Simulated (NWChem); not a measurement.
# Predicting a hybrid from its neighbours: C2H5N (aziridine)

C2H5N: 8 atoms, total charge 0, spin state singlet. SMILES: `C1CN1`. The shape is that of a PBE0-D4/def2-TZVP optimisation.

The electronic atomisation energy y, in eV, basis def2-SVPD; a is the functional's share of exact exchange. Programs: NWChem 7.3.0.

| functional | program | a | y (eV) |
| --- | --- | --- | --- |
| BLYP | NWChem | 0 | 31.51 |
| TPSS | NWChem | 0 | 31.92 |
| B3LYP | NWChem | 0.2 | 31.56 |
| PBE0 | NWChem | 0.25 | ? |
| BHLYP | NWChem | 0.5 | 30.58 |

Question: Fit y = c + s·a to the known rows and predict PBE0.

Answer: 
1. Means of the 4 rows: a = 0.1750, y = 31.392.
2. Σ(Δa)² = 0.1675, Σ(Δa·Δy) = -0.37275, so the slope is -0.37275/0.1675 = -2.2254.
3. Intercept: 31.392 − (-2.2254) × 0.1750 = 31.781. The largest residual of the fit is 0.27.
4. PBE0: 31.781 + (-2.2254) × 0.25 = 31.22 eV.

The run gave 31.87 eV, so the prediction is off by -0.65 eV, more than the scatter of the fit. The rows mix families of semi-local functionals, which the line can't see.

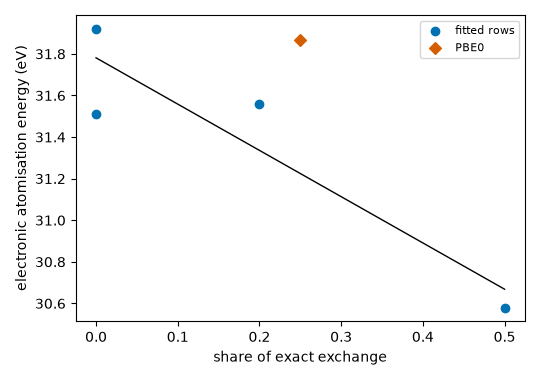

The fitted line, with the withheld row.
